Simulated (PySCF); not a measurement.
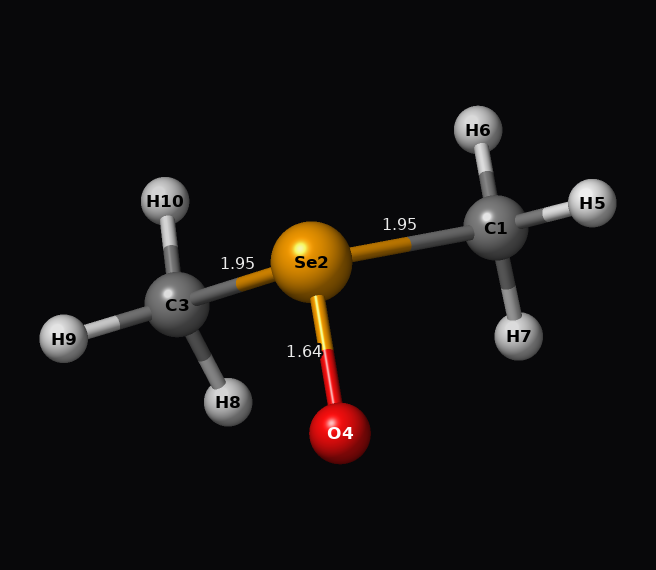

Bond lengths are marked in Å; every bond is drawn as one stick. The computed structure is the end point of a PBE0-D3(BJ)/def2-SVP optimisation. No frequency run is at hand to confirm it as a minimum.

Assign a bond order to each marked bond.

C1–Se2 single; Se2–C3 single; Se2–O4 double.

Write the SMILES.

C[Se](C)=O
